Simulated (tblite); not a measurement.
## Geometry relaxation, with input and output: C$_{4}$H$_{6}$FO$_{2}$Si (part 2 of 4)

C$_{4}$H$_{6}$FO$_{2}$Si, multiplicity 2, SMILES C=C(F)C(=O)[CH][SiH2]O; GFN2-xTB geometry optimisation, gas phase (tblite 0.8.0). It belongs to a series of runs on one base structure; here: H removed from sp3 C.

Geometry of the input (Å):
```
C  -2.8124  0.7720  -0.1369
C  -1.8019  0.1012  0.3774
F  -1.9837  -0.7230  1.4467
C  -0.4107  0.1982  -0.1521
O  -0.1169  0.8982  -1.0934
C  0.5898  -0.6214  0.5533
Si 2.3117  -0.6464  0.0174
O  2.7085  0.6268  -0.9622
H  -3.8101  0.6721  0.2845
H  -2.6895  1.4352  -0.9812
H  0.3105  -1.2266  1.4034
H  2.5803  -1.9147  -0.7000
H  3.1893  -0.6163  1.2183
H  1.9344  1.0443  -1.3920
```

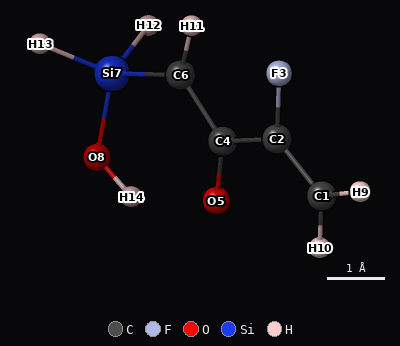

The geometry at step 26 of the log (ball-and-stick view, seen at a tilt; atoms are numbered from 1 in the order of the input).

## Trajectory as extended XYZ, continued
```
14
Properties=species:S:1:pos:R:3:forces:R:3 step=16 energy=-711.95889
C    -2.8161    0.7732   -0.1352    0.0120  -0.0010  -0.0030
C    -1.7931    0.1045    0.3818   -0.0200  -0.0090   0.0170
F    -1.9960   -0.7153    1.4399   -0.0250   0.0050   0.0030
C    -0.3889    0.1688   -0.1066   -0.0650   0.0330  -0.0100
O    -0.1176    0.9026   -1.0707    0.0510  -0.0020   0.0230
C     0.5759   -0.6313    0.5585    0.0000   0.0060  -0.0130
Si    2.3666   -0.6586    0.0025    0.0690   0.0040  -0.0010
O     2.6855    0.5915   -0.9612   -0.0160   0.0220  -0.0300
H    -3.8099    0.6808    0.2694    0.0440   0.0240  -0.0430
H    -2.6489    1.4217   -0.9764   -0.0100  -0.0230   0.0350
H     0.2281   -1.2413    1.3756    0.0070  -0.0490   0.0100
H     2.5611   -1.9237   -0.7168   -0.0060  -0.0190   0.0310
H     3.2174   -0.5178    1.1820   -0.0060  -0.0050   0.0010
H     1.9351    1.0446   -1.3594   -0.0340   0.0140  -0.0200
14
Properties=species:S:1:pos:R:3:forces:R:3 step=17 energy=-711.95965
C    -2.8159    0.7744   -0.1368    0.0190  -0.0070   0.0040
C    -1.7941    0.1047    0.3819   -0.0030  -0.0180   0.0260
F    -1.9952   -0.7149    1.4406   -0.0480   0.0090  -0.0010
C    -0.3891    0.1676   -0.1045   -0.0570   0.0260   0.0020
O    -0.1163    0.9050   -1.0654    0.0590  -0.0050   0.0190
C     0.5753   -0.6356    0.5593    0.0010   0.0210  -0.0190
Si    2.3672   -0.6569    0.0024    0.0560  -0.0080   0.0000
O     2.6824    0.5912   -0.9655   -0.0200   0.0110  -0.0210
H    -3.8108    0.6824    0.2667    0.0640   0.0320  -0.0580
H    -2.6433    1.4227   -0.9781   -0.0280  -0.0380   0.0550
H     0.2285   -1.2499    1.3747    0.0100  -0.0270  -0.0170
H     2.5590   -1.9263   -0.7128   -0.0020   0.0040   0.0380
H     3.2212   -0.5112    1.1800   -0.0180  -0.0080  -0.0110
H     1.9306    1.0463   -1.3593   -0.0320   0.0070  -0.0180
14
Properties=species:S:1:pos:R:3:forces:R:3 step=19 energy=-711.96127
C    -2.8135    0.7762   -0.1398    0.0300  -0.0160   0.0170
C    -1.7961    0.1044    0.3836    0.0370  -0.0200   0.0270
F    -1.9966   -0.7138    1.4424   -0.0750  -0.0010   0.0100
C    -0.3908    0.1658   -0.0992    0.0390  -0.0110   0.0300
O    -0.1106    0.9103   -1.0526    0.0270   0.0010   0.0110
C     0.5737   -0.6442    0.5602    0.0190   0.0260  -0.0120
Si    2.3699   -0.6533    0.0022   -0.0270  -0.0010  -0.0070
O     2.6741    0.5906   -0.9760   -0.0230  -0.0140  -0.0020
H    -3.8099    0.6881    0.2575    0.0250   0.0300  -0.0430
H    -2.6323    1.4233   -0.9792   -0.0320  -0.0210   0.0280
H     0.2297   -1.2702    1.3707    0.0170   0.0250  -0.0760
H     2.5541   -1.9317   -0.7019    0.0120   0.0290   0.0370
H     3.2289   -0.4961    1.1747   -0.0250  -0.0110  -0.0150
H     1.9187    1.0500   -1.3594   -0.0240  -0.0170  -0.0040
14
Properties=species:S:1:pos:R:3:forces:R:3 step=20 energy=-711.96214
C    -2.8112    0.7766   -0.1408    0.0310  -0.0150   0.0170
C    -1.7963    0.1037    0.3852    0.0430  -0.0130   0.0190
F    -1.9996   -0.7133    1.4436   -0.0690  -0.0140   0.0200
C    -0.3911    0.1650   -0.0960    0.0840  -0.0210   0.0330
O    -0.1067    0.9129   -1.0457   -0.0040   0.0090   0.0060
C     0.5736   -0.6476    0.5602    0.0300   0.0190  -0.0020
Si    2.3709   -0.6515    0.0019   -0.0600   0.0130  -0.0100
O     2.6693    0.5899   -0.9813   -0.0180  -0.0190   0.0020
H    -3.8084    0.6919    0.2515   -0.0150   0.0170  -0.0160
H    -2.6277    1.4228   -0.9787   -0.0150   0.0050  -0.0090
H     0.2307   -1.2799    1.3667    0.0140   0.0340  -0.0820
H     2.5520   -1.9336   -0.6953    0.0210   0.0250   0.0270
H     3.2319   -0.4888    1.1715   -0.0230  -0.0110  -0.0080
H     1.9120    1.0515   -1.3596   -0.0190  -0.0290   0.0030
14
Properties=species:S:1:pos:R:3:forces:R:3 step=21 energy=-711.96305
C    -2.8081    0.7766   -0.1415    0.0250  -0.0080   0.0110
C    -1.7957    0.1027    0.3874    0.0340  -0.0030   0.0110
F    -2.0043   -0.7130    1.4453   -0.0470  -0.0250   0.0250
C    -0.3902    0.1640   -0.0921    0.0950  -0.0140   0.0260
O    -0.1025    0.9156   -1.0382   -0.0340   0.0170   0.0010
C     0.5743   -0.6507    0.5600    0.0350   0.0100   0.0090
Si    2.3712   -0.6495    0.0014   -0.0650   0.0240  -0.0090
O     2.6638    0.5889   -0.9870   -0.0110  -0.0180  -0.0010
H    -3.8070    0.6962    0.2447   -0.0400   0.0000   0.0120
H    -2.6234    1.4223   -0.9782    0.0070   0.0270  -0.0430
H     0.2318   -1.2894    1.3609    0.0070   0.0260  -0.0630
H     2.5502   -1.9351   -0.6878    0.0300   0.0130   0.0120
H     3.2346   -0.4814    1.1680   -0.0190  -0.0090   0.0010
H     1.9045    1.0524   -1.3598   -0.0170  -0.0380   0.0080
14
Properties=species:S:1:pos:R:3:forces:R:3 step=22 energy=-711.96380
C    -2.8050    0.7766   -0.1419    0.0150   0.0040   0.0000
C    -1.7945    0.1017    0.3896    0.0120   0.0060   0.0060
F    -2.0093   -0.7132    1.4470   -0.0190  -0.0270   0.0180
C    -0.3879    0.1630   -0.0882    0.0600   0.0060   0.0140
O    -0.0995    0.9182   -1.0317   -0.0470   0.0220  -0.0020
C     0.5758   -0.6532    0.5600    0.0270   0.0060   0.0150
Si    2.3706   -0.6474    0.0009   -0.0340   0.0210  -0.0060
O     2.6588    0.5877   -0.9919   -0.0020  -0.0120  -0.0080
H    -3.8063    0.7000    0.2390   -0.0330  -0.0150   0.0270
H    -2.6195    1.4221   -0.9783    0.0250   0.0300  -0.0500
H     0.2329   -1.2972    1.3548   -0.0040   0.0040  -0.0290
H     2.5493   -1.9361   -0.6811    0.0360   0.0020  -0.0020
H     3.2363   -0.4753    1.1649   -0.0170  -0.0070   0.0070
H     1.8977    1.0524   -1.3599   -0.0170  -0.0400   0.0090
14
Properties=species:S:1:pos:R:3:forces:R:3 step=24 energy=-711.96445
C    -2.8023    0.7772   -0.1426    0.0010   0.0140  -0.0100
C    -1.7932    0.1012    0.3917   -0.0130   0.0110   0.0060
F    -2.0139   -0.7142    1.4488    0.0080  -0.0070  -0.0100
C    -0.3846    0.1629   -0.0844   -0.0280   0.0300   0.0050
O    -0.0991    0.9213   -1.0263   -0.0280   0.0170   0.0020
C     0.5783   -0.6548    0.5606   -0.0030   0.0150   0.0070
Si    2.3694   -0.6451    0.0004    0.0260  -0.0070  -0.0010
O     2.6547    0.5865   -0.9965    0.0050  -0.0030  -0.0150
H    -3.8065    0.7023    0.2355    0.0220  -0.0180   0.0130
H    -2.6152    1.4230   -0.9802    0.0230   0.0000  -0.0080
H     0.2336   -1.3038    1.3488   -0.0110  -0.0190   0.0070
H     2.5503   -1.9368   -0.6755    0.0360   0.0010  -0.0080
H     3.2367   -0.4709    1.1628   -0.0150  -0.0030   0.0110
H     1.8910    1.0507   -1.3598   -0.0220  -0.0310   0.0020
14
Properties=species:S:1:pos:R:3:forces:R:3 step=25 energy=-711.96476
C    -2.8012    0.7779   -0.1432   -0.0050   0.0120  -0.0080
C    -1.7929    0.1014    0.3928   -0.0150   0.0090   0.0050
F    -2.0155   -0.7151    1.4493    0.0140   0.0060  -0.0240
C    -0.3835    0.1637   -0.0826   -0.0560   0.0290   0.0060
O    -0.1003    0.9232   -1.0243   -0.0110   0.0130   0.0060
C     0.5793   -0.6549    0.5612   -0.0180   0.0190   0.0000
Si    2.3695   -0.6443    0.0001    0.0390  -0.0200   0.0000
O     2.6533    0.5858   -0.9988    0.0020  -0.0020  -0.0160
H    -3.8062    0.7025    0.2348    0.0440  -0.0120  -0.0020
H    -2.6126    1.4236   -0.9817    0.0150  -0.0170   0.0190
H     0.2335   -1.3068    1.3465   -0.0090  -0.0160   0.0090
H     2.5521   -1.9370   -0.6737    0.0340   0.0040  -0.0090
H     3.2363   -0.4694    1.1625   -0.0110   0.0000   0.0150
H     1.8877    1.0487   -1.3597   -0.0240  -0.0240  -0.0020
14
Properties=species:S:1:pos:R:3:forces:R:3 step=26 energy=-711.96519
C    -2.7994    0.7790   -0.1442   -0.0100   0.0060  -0.0020
C    -1.7928    0.1018    0.3945   -0.0120   0.0070   0.0010
F    -2.0178   -0.7163    1.4497    0.0190   0.0210  -0.0360
C    -0.3829    0.1655   -0.0796   -0.0690   0.0200   0.0070
O    -0.1022    0.9265   -1.0209    0.0100   0.0090   0.0130
C     0.5803   -0.6547    0.5621   -0.0310   0.0180  -0.0100
Si    2.3701   -0.6433   -0.0004    0.0370  -0.0300   0.0020
O     2.6511    0.5847   -1.0027   -0.0050  -0.0050  -0.0130
H    -3.8049    0.7027    0.2336    0.0530  -0.0040  -0.0170
H    -2.6083    1.4243   -0.9835    0.0060  -0.0310   0.0450
H     0.2332   -1.3118    1.3430   -0.0030  -0.0040   0.0040
H     2.5555   -1.9373   -0.6710    0.0320   0.0050  -0.0100
H     3.2356   -0.4668    1.1622   -0.0030   0.0030   0.0210
H     1.8820    1.0453   -1.3594   -0.0220  -0.0160  -0.0070
14
Properties=species:S:1:pos:R:3:forces:R:3 step=27 energy=-711.96567
C    -2.7972    0.7804   -0.1453   -0.0130  -0.0020   0.0050
C    -1.7929    0.1025    0.3966   -0.0040   0.0040  -0.0040
F    -2.0205   -0.7174    1.4497    0.0210   0.0270  -0.0350
C    -0.3831    0.1680   -0.0759   -0.0530   0.0040   0.0050
O    -0.1042    0.9308   -1.0164    0.0260   0.0070   0.0180
C     0.5810   -0.6542    0.5630   -0.0330   0.0090  -0.0190
Si    2.3713   -0.6425   -0.0010    0.0180  -0.0280   0.0050
O     2.6481    0.5830   -1.0077   -0.0150  -0.0110  -0.0080
H    -3.8025    0.7029    0.2316    0.0350   0.0050  -0.0250
H    -2.6028    1.4245   -0.9849   -0.0010  -0.0300   0.0550
H     0.2327   -1.3182    1.3385    0.0030   0.0140  -0.0040
H     2.5601   -1.9377   -0.6678    0.0290   0.0030  -0.0120
H     3.2348   -0.4632    1.1620    0.0040   0.0070   0.0280
H     1.8745    1.0407   -1.3591   -0.0180  -0.0080  -0.0100
14
Properties=species:S:1:pos:R:3:forces:R:3 step=29 energy=-711.96626
C    -2.7944    0.7817   -0.1462   -0.0100  -0.0100   0.0110
C    -1.7931    0.1035    0.3990    0.0070  -0.0010  -0.0090
F    -2.0232   -0.7179    1.4486    0.0170   0.0050   0.0010
C    -0.3847    0.1711   -0.0712    0.0190  -0.0090  -0.0110
O    -0.1051    0.9366   -1.0096    0.0250   0.0170   0.0120
C     0.5805   -0.6537    0.5631   -0.0050  -0.0150  -0.0220
Si    2.3730   -0.6425   -0.0014   -0.0180  -0.0060   0.0120
O     2.6431    0.5799   -1.0143   -0.0250  -0.0210   0.0020
H    -3.7988    0.7037    0.2278   -0.0320   0.0060  -0.0100
H    -2.5959    1.4238   -0.9844    0.0000   0.0060   0.0180
H     0.2322   -1.3255    1.3323    0.0050   0.0270  -0.0050
H     2.5672   -1.9382   -0.6643    0.0260  -0.0040  -0.0120
H     3.2343   -0.4578    1.1629    0.0010   0.0090   0.0230
H     1.8642    1.0348   -1.3591   -0.0100  -0.0030  -0.0090
14
Properties=species:S:1:pos:R:3:forces:R:3 step=30 energy=-711.96649
C    -2.7938    0.7819   -0.1461   -0.0070  -0.0090   0.0090
C    -1.7930    0.1038    0.3995    0.0070  -0.0030  -0.0080
F    -2.0235   -0.7177    1.4481    0.0150  -0.0100   0.0200
C    -0.3852    0.1718   -0.0699    0.0420  -0.0040  -0.0210
O    -0.1043    0.9390   -1.0067    0.0170   0.0230   0.0050
C     0.5800   -0.6541    0.5624    0.0110  -0.0240  -0.0190
Si    2.3732   -0.6429   -0.0011   -0.0180   0.0010   0.0120
O     2.6406    0.5783   -1.0165   -0.0240  -0.0220   0.0030
H    -3.7982    0.7043    0.2259   -0.0530   0.0030  -0.0010
H    -2.5935    1.4235   -0.9834    0.0020   0.0240  -0.0040
H     0.2321   -1.3273    1.3301    0.0000   0.0220   0.0030
H     2.5702   -1.9385   -0.6634    0.0240  -0.0030  -0.0090
H     3.2343   -0.4555    1.1638   -0.0070   0.0070   0.0130
H     1.8604    1.0328   -1.3594   -0.0070  -0.0050  -0.0060
14
Properties=species:S:1:pos:R:3:forces:R:3 step=31 energy=-711.96686
C    -2.7932    0.7820   -0.1460   -0.0030  -0.0050   0.0050
C    -1.7928    0.1043    0.4001    0.0040  -0.0060  -0.0040
F    -2.0235   -0.7176    1.4476    0.0120  -0.0260   0.0380
C    -0.3852    0.1730   -0.0683    0.0560   0.0050  -0.0310
O    -0.1030    0.9433   -1.0022    0.0080   0.0290  -0.0040
C     0.5795   -0.6551    0.5609    0.0260  -0.0320  -0.0130
Si    2.3734   -0.6434   -0.0005   -0.0080   0.0060   0.0090
O     2.6362    0.5753   -1.0200   -0.0190  -0.0210   0.0030
H    -3.7982    0.7052    0.2231   -0.0630   0.0000   0.0080
H    -2.5898    1.4235   -0.9818   -0.0010   0.0410  -0.0250
H     0.2321   -1.3297    1.3268   -0.0090   0.0100   0.0170
H     2.5756   -1.9390   -0.6621    0.0200   0.0010   0.0000
H     3.2340   -0.4519    1.1656   -0.0200   0.0050  -0.0020
H     1.8542    1.0296   -1.3601   -0.0030  -0.0070   0.0000
14
Properties=species:S:1:pos:R:3:forces:R:3 step=32 energy=-711.96736
C    -2.7925    0.7823   -0.1458    0.0020   0.0010  -0.0010
C    -1.7924    0.1049    0.4010    0.0000  -0.0090   0.0020
F    -2.0232   -0.7179    1.4474    0.0120  -0.0360   0.0450
C    -0.3844    0.1750   -0.0663    0.0540   0.0150  -0.0360
O    -0.1010    0.9504   -0.9956   -0.0010   0.0320  -0.0110
C     0.5792   -0.6569    0.5584    0.0330  -0.0360  -0.0070
Si    2.3738   -0.6443    0.0007    0.0120   0.0050  -0.0010
O     2.6293    0.5705   -1.0253   -0.0080  -0.0150   0.0010
H    -3.7993    0.7064    0.2191   -0.0520  -0.0040   0.0100
H    -2.5842    1.4242   -0.9798   -0.0100   0.0490  -0.0350
H     0.2320   -1.3330    1.3223   -0.0190  -0.0050   0.0320
H     2.5844   -1.9395   -0.6602    0.0140   0.0080   0.0130
H     3.2328   -0.4468    1.1685   -0.0350   0.0030  -0.0200
H     1.8447    1.0243   -1.3611    0.0000  -0.0080   0.0080
14
Properties=species:S:1:pos:R:3:forces:R:3 step=34 energy=-711.96819
C    -2.7917    0.7831   -0.1454    0.0080   0.0060  -0.0050
C    -1.7914    0.1057    0.4027    0.0010  -0.0070   0.0040
F    -2.0213   -0.7200    1.4483    0.0150  -0.0140   0.0080
C    -0.3812    0.1794   -0.0643    0.0010   0.0070  -0.0100
O    -0.0984    0.9647   -0.9856   -0.0020   0.0140  -0.0030
C     0.5799   -0.6611    0.5537    0.0060  -0.0220  -0.0020
Si    2.3752   -0.6464    0.0023    0.0250  -0.0070  -0.0210
O     2.6177    0.5612   -1.0342    0.0170   0.0040  -0.0130
H    -3.8026    0.7075    0.2132    0.0160  -0.0030  -0.0050
H    -2.5757    1.4276   -0.9773   -0.0350   0.0230  -0.0040
H     0.2305   -1.3375    1.3161   -0.0240  -0.0090   0.0310
H     2.6019   -1.9396   -0.6571    0.0060   0.0050   0.0270
H     3.2281   -0.4389    1.1735   -0.0360   0.0060  -0.0240
H     1.8284    1.0137   -1.3625    0.0000  -0.0030   0.0170
14
Properties=species:S:1:pos:R:3:forces:R:3 step=35 energy=-711.96841
C    -2.7915    0.7833   -0.1454    0.0090   0.0030  -0.0020
C    -1.7912    0.1056    0.4029    0.0060  -0.0020  -0.0010
F    -2.0203   -0.7209    1.4488    0.0150   0.0020  -0.0130
C    -0.3802    0.1804   -0.0647   -0.0140  -0.0050   0.0060
O    -0.0982    0.9677   -0.9844    0.0010   0.0020   0.0070
C     0.5802   -0.6623    0.5527   -0.0090  -0.0130  -0.0030
Si    2.3759   -0.6471    0.0021    0.0090  -0.0070  -0.0230
O     2.6163    0.5595   -1.0356    0.0210   0.0090  -0.0180
H    -3.8032    0.7074    0.2124    0.0320  -0.0030  -0.0080
H    -2.5755    1.4291   -0.9771   -0.0360   0.0080   0.0120
H     0.2295   -1.3376    1.3162   -0.0160   0.0010   0.0150
H     2.6055   -1.9393   -0.6564    0.0080  -0.0070   0.0220
H     3.2260   -0.4378    1.1740   -0.0250   0.0090  -0.0110
H     1.8260    1.0115   -1.3623   -0.0010   0.0010   0.0160
14
Properties=species:S:1:pos:R:3:forces:R:3 step=36 energy=-711.96859
C    -2.7912    0.7834   -0.1453    0.0080   0.0010   0.0010
C    -1.7909    0.1055    0.4031    0.0100   0.0040  -0.0060
F    -2.0192   -0.7216    1.4490    0.0120   0.0120  -0.0270
C    -0.3796    0.1811   -0.0649   -0.0170  -0.0140   0.0160
O    -0.0979    0.9698   -0.9836    0.0050  -0.0080   0.0160
C     0.5802   -0.6636    0.5519   -0.0180  -0.0040  -0.0050
Si    2.3766   -0.6477    0.0015   -0.0110  -0.0010  -0.0210
O     2.6158    0.5585   -1.0369    0.0190   0.0090  -0.0180
H    -3.8031    0.7073    0.2118    0.0340  -0.0040  -0.0050
H    -2.5763    1.4304   -0.9767   -0.0300  -0.0010   0.0200
H     0.2283   -1.3376    1.3167   -0.0060   0.0110   0.0000
H     2.6081   -1.9392   -0.6555    0.0100  -0.0210   0.0150
H     3.2240   -0.4367    1.1740   -0.0140   0.0120   0.0020
H     1.8245    1.0101   -1.3617   -0.0010   0.0040   0.0140
```
